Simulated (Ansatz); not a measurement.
## Frozen-phonon scan for MgB2 (space group P6/mmm)

MgB2 (space group P6/mmm)

```yaml
crystal:
  lattice:
    - [6.14853, 0.00000, 0.00000]
    - [-1.53713, 2.66239, 0.00000]
    - [3.07427, 0.00000, 3.52750]
  atoms:
    - { symbol: Mg, position: [0.00000, 0.00000, 0.00000] }
    - { symbol: Mg, position: [0.50000, 0.00000, 0.00000] }
    - { symbol: B, position: [0.08333, 0.33333, 0.50000] }
    - { symbol: B, position: [0.58333, 0.33333, 0.50000] }
    - { symbol: B, position: [0.91667, 0.66667, 0.50000] }
    - { symbol: B, position: [0.41667, 0.66667, 0.50000] }
```

A phonon eigenvector at L = (0.5, 0.0, 0.5) is frozen into this cell: atom i moves by Q times the vector below, so Q is the largest atomic displacement, in Å. The cell is held. (q is in reciprocal vectors of the primitive cell; the cell shown is doubled to hold the pattern.)

```tsv
atom	x	y	z
B3	0.866	0.500	0.000
B4	-0.866	-0.500	0.000
B5	-0.866	-0.500	0.000
B6	0.866	0.500	0.000
```

Atoms not listed stay in place.

These are PBE (plane waves to 420 eV, PAW, scalar-relativistic; Ansatz, a quantum-chemistry and plane-wave program) values and carry that method's errors. k mesh 17×17×17 (Γ-centred), Fermi-Dirac smearing 0.05 eV. Energies are smeared free energies. Compression counts positive. With partly filled bands, energies and forces of such displacements shift with the k mesh and the smearing. MgB2 was relaxed with its symmetry unable to fall. ΔE is measured from the undisplaced structure.

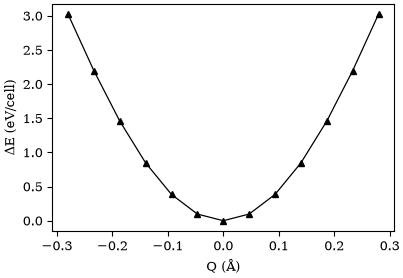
*ΔE (eV/cell) against Q (Å); one marker a computed point.*

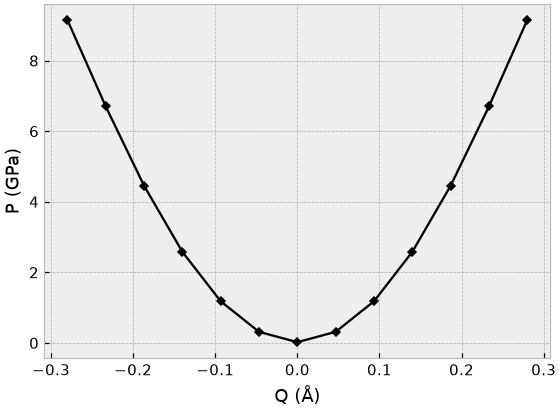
Figure: P (GPa) against Q (Å); computed points joined by lines.

The energy at Q = 0.280 Å is 3026 meV/cell. Harmonic wavenumber from the curvature (finite differences): 753 cm⁻¹. Symmetry of the curve: even: the same for both signs. Space group of the distorted cell: Imma (No. 74), lowered from P6/mmm. Shape of the curve: a single well with its minimum at or next to zero displacement.

E″ = 90.06 eV/Å², M = Σ mᵢ|uᵢ|² = 43.2 u, ν̃ = 521.5·√(|E″|/M).

(A displaced cell: forces are minus the slopes of the energy, force constants its curvatures, and phonons follow from these.)
